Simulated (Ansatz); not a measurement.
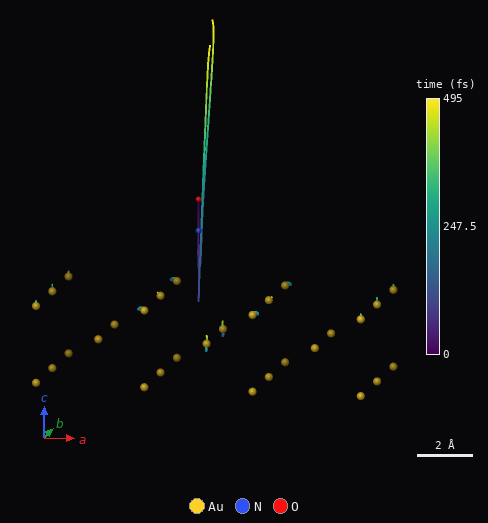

Molecular dynamics of NO on Au(110) (20 atoms in the cell), 495 fs long. Lines trace each atom's path, coloured by time; spheres stand at the starting positions. Fixed atoms have no trace. Seen slightly off an axis in the simulation cell, with the vacuum cut short.

The calculation used Ansatz, DFT PBE, scalar-relativistic, plane waves, PAW. Run with plane-wave cutoff 420 eV; k-point mesh 1 × 3 × 1; Fermi-Dirac smearing 0.15 eV; 6 atoms held fixed; constant energy (NVE); time step 1.5 fs; at the start 2 atoms move with typed velocities and the others are at rest.

Question: What do the traces tell about the motion?

Answer: Root-mean-square distances from the starting positions over the second half, with the common drift of all atoms taken out: N 4.31 Å, O 4.22 Å, Au 0.14 Å. Against the typical shortest distance between atoms in the first frame, about 2.9 Å, the N and O atoms wander away from their sites and keep going, while the Au atoms only vibrate. 2 of the 14 free atoms end more than three quarters of that spacing from the start. The total energy stays between −0.18 and 0.023 meV per atom of its start. A straight-line fit has a slope that amounts to +0.0016 meV per atom over 495 fs (under 0.1 % of the mean kinetic energy), and the ripple about it is 0.4 % of the kinetic energy's fluctuation. With a drift under 2 % and a ripple under 7 %, the integration is accurate.

Limits of the set-up: the cell has an odd number of electrons but was run without spin polarisation; the k-point mesh is coarse for a cell with partly filled bands; the periodic images lie only 5.8 Å apart, so the values are limited by the cell's size.
